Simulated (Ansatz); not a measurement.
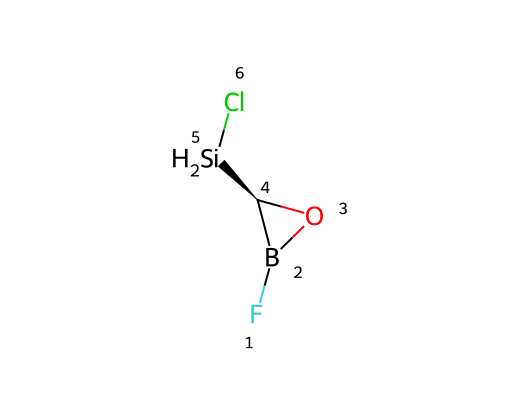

A structural formula, with wedges where it has stereocentres; small numbers name the atoms. The configuration is that of a computed structure (PBE-D4/def2-SVP).

### Give the R/S and E/Z labels.

C4: R.

### Write the isomeric SMILES.

FB1O[C@@H]1[SiH2]Cl
